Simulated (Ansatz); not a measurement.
# From Si(SH)F3 to Si(SH)Cl3: predicting a member

On one Si centre that keeps SH, n of the F ligands are replaced by Cl. The HOMO–LUMO gap y in eV at wB97M-V/def2-TZVPP. Shapes, held fixed at every level: PBE0-D4/def2-TZVP. Flexible molecules stand in one conformer, not always the lowest. Programs: Ansatz 0.2.0.

| molecule | n | y (eV) |
| --- | --- | --- |
| Si(SH)F3 | 0 | 12.51 |
| Si(SH)ClF2 | 1 | 12.39 |
| Si(SH)Cl2F | 2 | ? |
| Si(SH)Cl3 | 3 | 11.89 |

Q: Fit y = c + s·n to the known rows and predict Si(SH)Cl2F.

A: 
1. Means of the 3 rows: n = 1.33333, y = 12.263.
2. Σ(Δn)² = 4.6667, Σ(Δn·Δy) = -0.99333, so the slope is -0.99333/4.6667 = -0.21285.
3. Intercept: 12.263 − (-0.21285) × 1.33333 = 12.547. The largest residual of the fit is 0.056.
4. Si(SH)Cl2F: 12.547 + (-0.21285) × 2 = 12.12 eV.

The run gave 12.35 eV, so the prediction is off by -0.23 eV, more than the scatter of the fit. The steps per swap are uneven (-0.12, -0.04, -0.46), so a line is a poor model. Other levels give for Si(SH)Cl2F: BHLYP-D4/def2-TZVPP 10.26; PBE0-D4/def2-TZVPP 8.07; wB97X-V/def2-TZVPP 12.73 eV. Orbital gaps aren't excitation energies, and the LUMO depends on the basis.

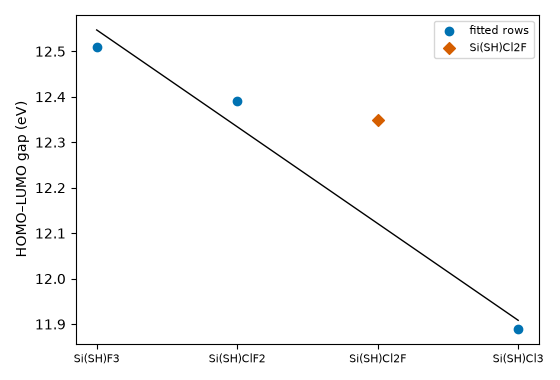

The fitted line, with the withheld member.
